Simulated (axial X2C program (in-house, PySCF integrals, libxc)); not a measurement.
Relativistic diatomic calculation, with input and output: KLi⁻

- system: KLi⁻. The reference is closed-shell KLi; the roots are the vertical energy changes on adding an electron to it, which gives states of KLi⁻. The distance is the PBE0 minimum at charge 0.
- method: EOM-EA-CCSD, two-component X2C with atomic mean-field Coulomb and Gaunt terms, K dyall-acv3z, Li dyall-acv3z (cores contracted) (axial X2C program (in-house, PySCF integrals, libxc))

Key numbers:

```tsv
quantity	value
outcome	converged
HF energy of the reference KLi	−608.78537 hartree
MP2 energy of the reference KLi	−609.03890 hartree
CCSD energy of the reference KLi (with the MP2 share of the virtual spinors left out of the coupled-cluster step)	−609.06777 hartree
CCSD(T) energy of the reference KLi	−609.07384 hartree
T1 diagnostic (spinor form; for a closed shell √2 times the usual value)	0.018
hardware	1 thread of Arm Neoverse V2, 24 GiB of memory available, shared host
wall time	8.1 s
peak memory	0.65 GiB
```

Input file:
```
{"zs": [19, 3], "q": -1, "bas": ["dyall-acv3z", "dyall-acv3z"], "r0": 3.29, "eom": "ea", "thr": -2.0, "nmax": 92, "grid": [1, 0.96, 1.045, 0.92, 1.09, 1.15], "rq": 0}
```

The line is the task of a batch: nuclear charges, charge, bases, a first guess of the distance and further settings. This report covers the levels named above. The log is that of the reference distance 3.377 Å.

Launched within a batch (the task file carries these settings):
```bash
python <driver script> task.json out
```

Log:
```
two-component X2C + atomic mean field  HF
basis functions 158  fitting functions 604  grid points 5091
iter        total energy     max residual
   1       -608.422645082     8.40e-01
   2       -608.783047647     2.08e-02
   3       -608.785231040     2.51e-03
   4       -608.785352810     7.66e-04
   5       -608.785366231     1.81e-04
   6       -608.785366923     3.69e-05
   7       -608.785367016     1.62e-05
   8       -608.785367025     4.87e-06
   9       -608.785367026     1.40e-06
converged
one-electron -854.36267833  Coulomb 271.40851014  exact exchange -34.64936374  xc functional 0.00000000  nuclear repulsion 8.93192213  atomic mean-field constant -0.11375722
correlated 10  virtual 248  natural virtual 92  E(MP2) -0.253535510  MP2 remainder -0.025766390
iter   CCSD correlation   residual
   1     -0.248548369   1.53e-01
   2     -0.256665788   7.27e-02
   3     -0.256846240   2.16e-02
   4     -0.256613417   7.26e-03
   5     -0.256630713   2.40e-03
   6     -0.256632615   8.73e-04
   7     -0.256636160   3.29e-04
   8     -0.256636286   1.28e-04
   9     -0.256636059   5.88e-05
  10     -0.256636318   2.42e-05
  11     -0.256636294   9.87e-06
  12     -0.256636315   4.27e-06
  13     -0.256636331   2.09e-06
(T) -0.006068408797493229  T1 0.0178  D1 0.0396  max T2 0.091
EOM-EA-CCSD roots
2*Omega      energy/Eh   energy/eV  one-particle weight
    1      -0.01332072     -0.3625      0.938
    1       0.00274076      0.0746      0.973
    1       0.00322505      0.0878      0.981
    1       0.00641461      0.1746      0.993
    1       0.01011991      0.2754      0.965
    3       0.00274362      0.0747      0.973
    3       0.01016096      0.2765      0.965
    3       0.01591931      0.4332      0.981
    3       0.03394166      0.9236      0.710
    5       0.03529769      0.9605      0.000
    5       0.04892252      1.3312      0.860
    7       0.06261215      1.7038      0.000
```

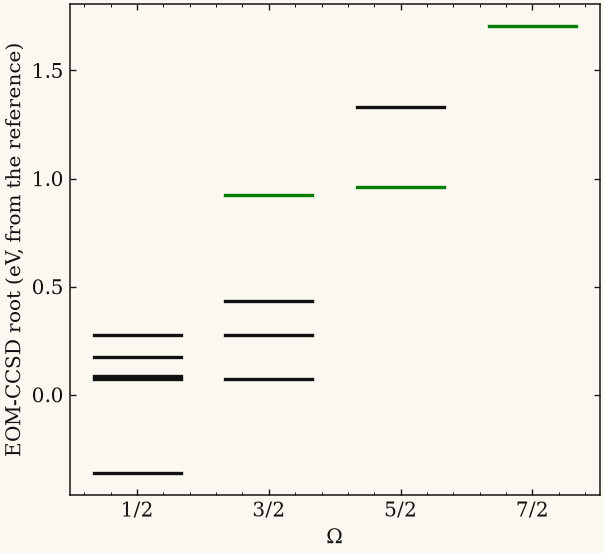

Figure 1. EOM-CCSD roots by Ω at 3.38 Å; roots whose one-particle weight is under 0.8 have the second colour. The lowest has Ω = 1/2 and lies at −0.362 eV, with one-particle weight 0.94. 3 of the 12 roots are less well described at this level.
